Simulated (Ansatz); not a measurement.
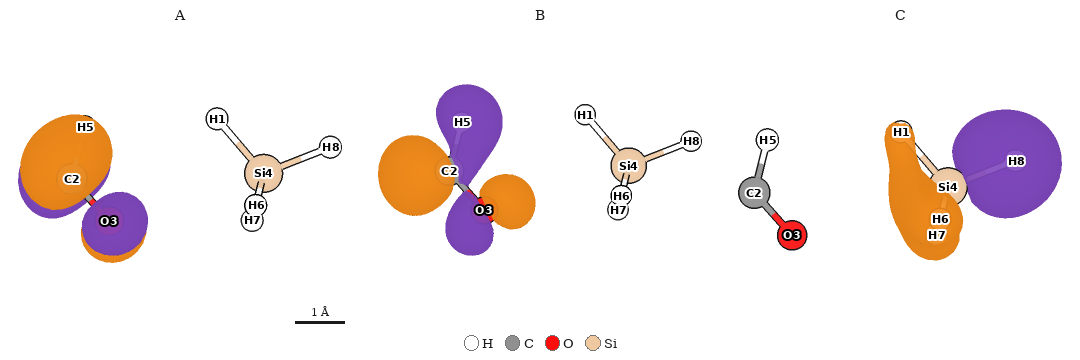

*SiH4···CHO (doublet). Three frontier orbitals at ±0.15 Å⁻³ᐟ² (orange and purple are the two phases), in no order.*

The product side of a reaction path; geometry: PBE0-D4/def2-TZVP.

Level of theory: Ansatz 0.2.0, UKS PBE0-D4/def2-TZVPP.

```
atom    x (Å)    y (Å)    z (Å)
   H  -0.8534  -0.7166   0.4860
   C   1.1734  -1.1611  -2.0234
   O   1.3771  -0.1061  -1.5625
  Si  -0.5841   0.6348   1.0439
   H   0.3992  -1.8857  -1.6518
   H   0.8198   0.7079   1.5165
   H  -0.8297   1.6615   0.0022
   H  -1.5024   0.8653   2.1892
```

Q: Which picture is the HOMO−1, the HOMO and the LUMO? All are α orbitals.

A: C is the HOMO−1 (α) (−9.73 eV). Its weight (Hirshfeld) is mainly on Si4 (about 45 %), H8 (about 40 %), H6 (about 5 %) and H7 (about 5 %). B is the HOMO (α) (−6.47 eV). By Hirshfeld shares it lies mainly on C2 (about 50 %), O3 (about 30 %) and H5 (about 15 %). A is the LUMO (α) (−1.38 eV). By Hirshfeld shares it lies mainly on C2 (about 60 %), O3 (about 30 %) and H5 (about 10 %); π-antibonding (π*) across C2–O3.

Q: What is the gap between the highest occupied and lowest empty α orbitals?

A: 5.09 eV between the orbital energies.
